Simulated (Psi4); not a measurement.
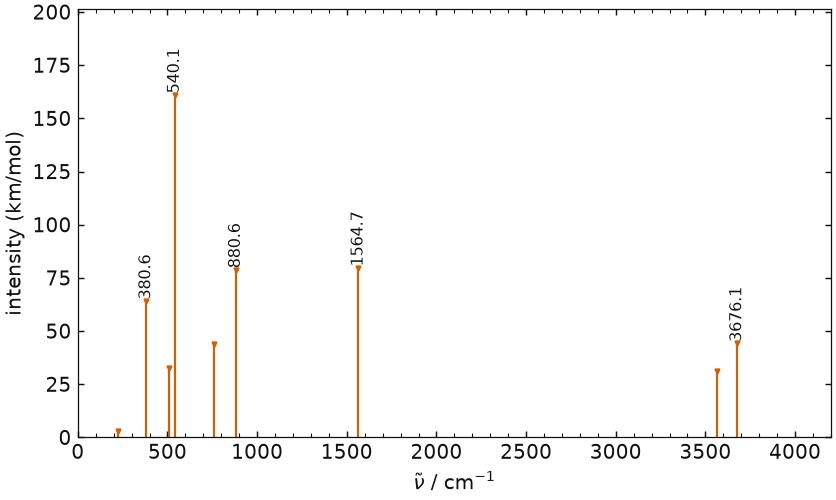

Unscaled harmonic wavenumbers and double-harmonic intensities, PBE0/def2-TZVP (dispersion D4) with Psi4 1.11, at a geometry relaxed at this level, isolated molecule. Modes within 2 cm⁻¹ of each other count as one line, with their intensities summed.

**Whose IR spectrum is this?**
A. GeBr₂, SMILES [Br][Ge][Br], singlet
B. SiNH₂Br, SMILES N[Si]Br
C. SiH₄O₂, SMILES O[SiH2]O

Option B. It has its most intense lines at 540.1, 1564.7 and 880.6 cm⁻¹.

Note: closed-shell singlet; other spin states weren't compared here.
